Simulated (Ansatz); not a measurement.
## Electronic structure of Al2BFN (SMILES [F][Al][B][N][Al]) (doublet) in real space

Input file:

```
crystal:
  periodic: [false, false, false]
  atoms:
    - {symbol: Al, position_ang: [-1.056338, 0.376155, -1.181592]}
    - {symbol: Al, position_ang: [1.884483, -0.833028, 2.928796]}
    - {symbol: B, position_ang: [0.251540, -0.043510, 0.424662]}
    - {symbol: F, position_ang: [-0.478792, 1.258102, -2.479118]}
    - {symbol: "N", position_ang: [0.917257, -0.373877, 1.461588]}
basis:
  gaussian:
    orbitals: def2-TZVPD
magnetization:
  spin_polarized: true
  initial_magnetization: 1
hamiltonian:
  xc: {name: PBE0}
output:
  forces: true
  orbitals: {seedname: orbitals}
```

Launched as:

```sh
ansatz run input.yaml --threads 1 --pin off --max-ram 2610MiB --events-out events.jsonl --progress --plain --runs-dir runs
```

Geometry: r2SCAN-D4/def2-SVP.

Method: isolated molecule in a Gaussian basis; Kohn-Sham density functional theory, functional PBE0 in Ansatz.

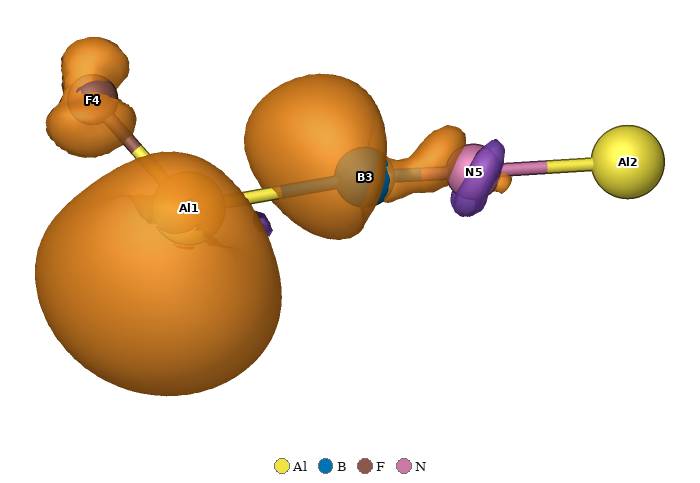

Figure 1. Isosurfaces of the spin density at +0.015 (orange) and −0.015 e/Å³ (purple), seen at an oblique angle.

Q: Describe the spin distribution.

A: The unpaired spin (1 electron) lies mostly on Al1 (about 0.8) and B3 (about 0.2), in electrons by Hirshfeld's partition.

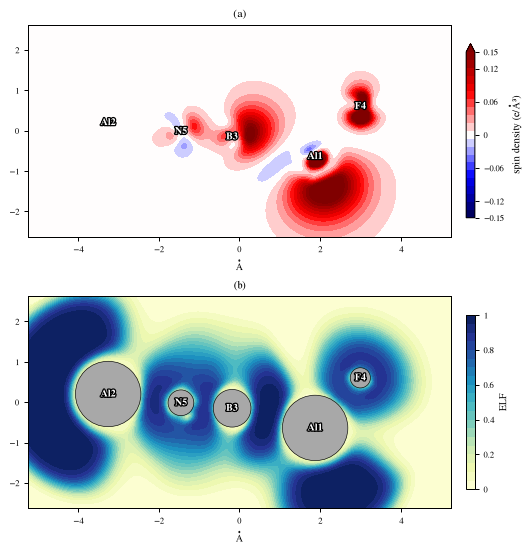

Figure 2. (a) spin density (α minus β); (b) ELF on the molecular plane. Grey discs cover the atomic cores in the ELF map.

Q: What do the fields say about this system?

A: Atoms in the plane: Al, B, F and N. B–N (1.28 Å): the ELF peaks at about 0.90 between the atoms, as expected for a polar covalent bond. Al–F (1.67 Å): the ELF peaks at about 0.85 in the valence shell of F, 0.5 Å from its nucleus, and is about 0.40 at the midpoint. Al–N (1.82 Å): the ELF peaks at about 0.90 in the valence shell of N, 0.7 Å from its nucleus, and is about 0.65 at the midpoint. Al–B (2.11 Å): the ELF peaks at about 1 between the atoms; a shared electron pair. The ELF also peaks beside F4, away from the bonds: non-bonding electrons, paired or unpaired.

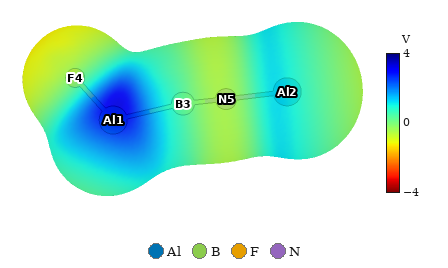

Figure 3. The electrostatic potential painted on the density surface at 0.002 e/bohr³, seen across its widest extent; the colour scale runs from red (negative) to blue (positive).

Q: Describe the electrostatic potential map.

A: The most negative region (about −1.2 V) lies over F4, the most positive (about +3.2 V) over Al1.

Q: What dipole moment does the calculation give?

A: Its dipole moment is 1.48 D.
